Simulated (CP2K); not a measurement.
**RM1 run of [C2H2FO2]+ (SMILES [O+]#COCF)**

Aim: the vertical ionisation energy of [C2H2FO2]+ at RM1, from 2 runs. 

Program for the calculation: CP2K 2026.2.

**1. The molecule**

The species is [C2H2FO2]+ (7 atoms), meant as a singlet with charge +1. As SMILES, `[O+]#COCF`. The shape is that of a GFN2-xTB optimisation. This is one conformer, not always the lowest.

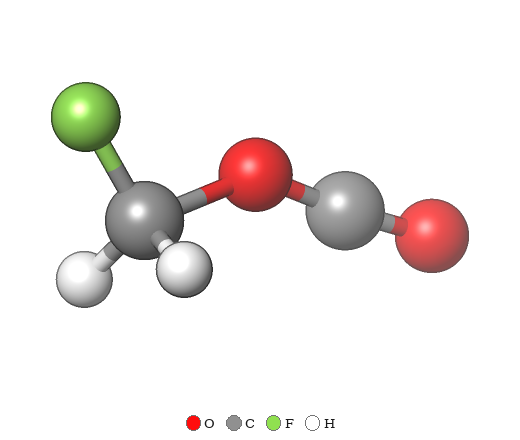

Viewed from a chosen angle; oxygen red, carbon grey, fluorine green, hydrogen white.

**2. The energy at RM1**

The input, molecule.inp:

```
&GLOBAL
 PROJECT molecule
 RUN_TYPE ENERGY
 PRINT_LEVEL MEDIUM
&END GLOBAL

&FORCE_EVAL
 METHOD Quickstep
 &DFT
  CHARGE 1
  &QS
   METHOD RM1
   EPS_DEFAULT 1.0E-10
   &SE
    &COULOMB
     CUTOFF [angstrom] 50
     RC_RANGE [angstrom] 0
    &END COULOMB
    &EXCHANGE
     CUTOFF [angstrom] 50
     RC_RANGE [angstrom] 0
    &END EXCHANGE
   &END SE
  &END QS
  &POISSON
   PERIODIC NONE
   POISSON_SOLVER ANALYTIC
  &END POISSON
  ! SCF settings
  &SCF
   SCF_GUESS ATOMIC
   EPS_SCF 1.0E-06
   MAX_SCF 100
   ADDED_MOS 8
   &DIAGONALIZATION
    ALGORITHM STANDARD
   &END DIAGONALIZATION
   &MIXING
    METHOD DIRECT_P_MIXING
    ALPHA 0.4
   &END MIXING
  &END SCF
  &PRINT
   &MOMENTS
    PERIODIC F
    REFERENCE COM
    MAX_MOMENT 1
   &END MOMENTS
   &MO ON
    ENERGIES T
    OCCUPATION_NUMBERS T
    NDIGITS 6
    &EACH
     QS_SCF 0
    &END EACH
    ADD_LAST NUMERIC
   &END MO
   &HIRSHFELD OFF
   &END HIRSHFELD
  &END PRINT
 &END DFT
 ! atoms, cell and kinds
 &SUBSYS
  ! box in angstrom
  &CELL
   ABC 12.6 13.5 12.6
   PERIODIC NONE
  &END CELL
  &COORD
   SCALED T
   O    0.60124405   0.37004296   0.60212659
   C    0.57317738   0.43364593   0.55250357
   O    0.55119008   0.50136222   0.49724881
   C    0.46058770   0.56941333   0.46678532
   F    0.50187579   0.62995704   0.39787341
   H    0.43622183   0.60926963   0.53914087
   H    0.39875595   0.52312963   0.42984008
  &END COORD
 &END SUBSYS
&END FORCE_EVAL
```

The run is started by

```sh
$ OMP_NUM_THREADS=1 cp2k.psmp molecule.inp > molecule.out
```

The log of the run:

```text
CP2K| version string:                                       CP2K version 2026.2
[...]
 GLOBAL| Method name                                                        CP2K
[...]
 GLOBAL| Run type                                                         ENERGY
[...]
                             - Atoms:                                          7
[...]
                             - Spherical basis functions:                     22
[...]
 Number of electrons:                                                         28
[...]
     1 P_Mix/Diag. 0.40E+00    0.0     0.62936921       -44.1551181967 -4.42E+01
[...]
    16 DIIS/Diag.  0.29E-06    0.0     0.00000068       -51.0412923466 -1.29E-11
  *** SCF run converged in    16 steps ***
  Core-core repulsion energy [eV]:                           2132.51682481702846
  Core Hamiltonian energy [eV]:                             -2274.97723263960961
  Two-electron integral energy [eV]:                        -2492.88758150995727
  Electronic energy [eV]:                                   -3521.42102339458825
  Total energy [eV]:                                        -1388.90419857755978
  Atomic reference energy [eV]:                              1393.65674110653299
  Heat of formation [kcal/mol]:                               109.59624299581053
[...]
 SE_DIPOLE| Moment [Debye]          2.24645154       1.13287082      -1.73099140
 SE_DIPOLE| Derivative [a.u.]       0.00000000       0.00000000       0.00000000
 ENERGY| Total FORCE_EVAL ( QS ) energy [hartree]            -51.041292346582296
[...]
```

It took 1.2 s on 1 thread of AMD EPYC 7R43 (Zen 3), shared host; peak memory 0.18 GiB.

**3. Doublet [C2H2FO2]2+**

The input, job.inp:

```
&GLOBAL
   PROJECT job
   RUN_TYPE ENERGY
   PRINT_LEVEL MEDIUM
&END GLOBAL
&FORCE_EVAL
   METHOD Quickstep
   &DFT
      CHARGE 2
      MULTIPLICITY 2
      UKS T
      &QS
         METHOD RM1
         EPS_DEFAULT 1.0E-10
         &SE
            &COULOMB
               CUTOFF [angstrom] 50
               RC_RANGE [angstrom] 0
            &END COULOMB
            &EXCHANGE
               CUTOFF [angstrom] 50
               RC_RANGE [angstrom] 0
            &END EXCHANGE
         &END SE
      &END QS
      &POISSON
         PERIODIC NONE
         POISSON_SOLVER ANALYTIC
      &END POISSON
      &SCF
         SCF_GUESS ATOMIC
         EPS_SCF 1.0E-06
         MAX_SCF 150
         ADDED_MOS 2
         &DIAGONALIZATION
            ALGORITHM STANDARD
         &END DIAGONALIZATION
         &MIXING
            METHOD DIRECT_P_MIXING
            ALPHA 0.4
         &END MIXING
      &END SCF
      &PRINT
         &MOMENTS
            PERIODIC F
            REFERENCE COM
            MAX_MOMENT 1
         &END MOMENTS
         &MO ON
            ENERGIES T
            OCCUPATION_NUMBERS T
            NDIGITS 6
            &EACH
               QS_SCF 0
            &END EACH
            ADD_LAST NUMERIC
         &END MO
         &HIRSHFELD OFF
         &END HIRSHFELD
      &END PRINT
   &END DFT
   &SUBSYS
      &CELL
         ABC 12.6 13.5 12.6
         PERIODIC NONE
      &END CELL
      &COORD
         SCALED T
         O    0.60124405   0.37004296   0.60212659
         C    0.57317738   0.43364593   0.55250357
         O    0.55119008   0.50136222   0.49724881
         C    0.46058770   0.56941333   0.46678532
         F    0.50187579   0.62995704   0.39787341
         H    0.43622183   0.60926963   0.53914087
         H    0.39875595   0.52312963   0.42984008
      &END COORD
   &END SUBSYS
&END FORCE_EVAL
```

The run is started by

```sh
$ OMP_NUM_THREADS=1 cp2k.psmp -i job.inp -o job.out
```

The log of the run:

```text
CP2K| version string:                                       CP2K version 2026.2
[...]
 GLOBAL| Method name                                                        CP2K
[...]
 GLOBAL| Run type                                                         ENERGY
[...]
                             - Atoms:                                          7
[...]
                             - Spherical basis functions:                     22
[...]
 Number of electrons:                                                         14
[...]
     1 P_Mix/Diag. 0.40E+00    0.0     0.30761370       -43.2939418346 -4.33E+01
[...]
    24 DIIS/Diag.  0.23E-06    0.0     0.00000100       -50.3689345926 -5.18E-12
  *** SCF run converged in    24 steps ***
  Core-core repulsion energy [eV]:                           2132.51682481702846
  Core Hamiltonian energy [eV]:                             -2223.17480484119596
  Two-electron integral energy [eV]:                        -2559.90086724391995
  Electronic energy [eV]:                                   -3503.12523846315571
  Total energy [eV]:                                        -1370.60841364612747
  Atomic reference energy [eV]:                              1393.65674110653299
  Heat of formation [kcal/mol]:                               531.50709995716238
[...]
 SE_DIPOLE| Moment [Debye]          5.42007961      -1.09739783      -0.92047959
 SE_DIPOLE| Derivative [a.u.]       0.00000000       0.00000000       0.00000000
 ENERGY| Total FORCE_EVAL ( QS ) energy [hartree]            -50.368934592640862
[...]
```

Wall time 1.3 s (1 thread of AMD EPYC 7R43 (Zen 3), shared host); peak memory 0.18 GiB.

**4. What came out**

Level: RM1.

```
                                               quantity           value
                       singlet [C2H2FO2]+: total energy    -51.04129 Eh
                        singlet [C2H2FO2]+: HOMO energy       -18.65 eV
                        singlet [C2H2FO2]+: LUMO energy        -7.26 eV
                      singlet [C2H2FO2]+: HOMO–LUMO gap        11.39 eV
                  singlet [C2H2FO2]+: heat of formation  109.6 kcal/mol
                      doublet [C2H2FO2]2+: total energy    -50.36893 Eh
doublet [C2H2FO2]2+: HOMO energy (highest over α and β)       -25.81 eV
 doublet [C2H2FO2]2+: LUMO energy (lowest over α and β)       -17.89 eV
                 doublet [C2H2FO2]2+: heat of formation  531.5 kcal/mol
   vertical ionisation energy (to the doublet dication)       18.296 eV
```

Removing an electron at fixed nuclei costs 18.30 eV (1765 kJ/mol).
